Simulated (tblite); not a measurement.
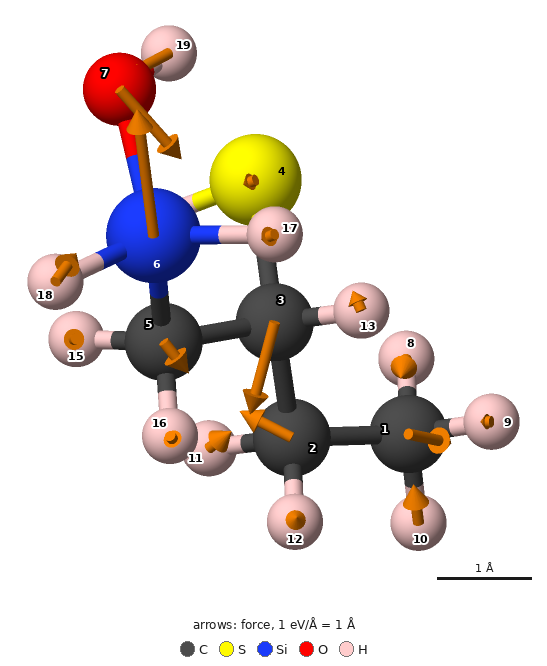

Starting geometry of C4H12OSSi with the computed forces as orange arrows. Style: ball-and-stick. Shown from a free direction.

All numbers below come from GFN2-xTB geometry optimisation, gas phase (tblite 0.8.0). 

> Is this structure relaxed? If not, where do the atoms go?

It isn't relaxed: the largest force vector, on the Si atom, is 1.58 eV/Å. The final displacements have little in common with the starting forces (cosine between the two patterns 0.17). The energy falls by 3.93 kcal/mol in 77 geometry steps. The largest moves after the best rigid fit, 0.30 Å, are those of H atoms. Largest moves by element: H 0.30 Å, O 0.19 Å, S 0.17 Å, C 0.13 Å, Si 0.07 Å. Among the contacts that change: O–Si 1.662 → 1.619 Å, C–Si 1.875 → 1.914 Å, H–Si 1.485 → 1.455 Å, C–C 1.554 → 1.527 Å. Bond angles that change, for instance: H–Si–H 108.9° → 114.1°, O–Si–H 108.4° → 103.3°, Si–O–H 116.0° → 120.1°. Cost: 0.98 s on 1 thread of Arm Neoverse N1, with other jobs on the host.
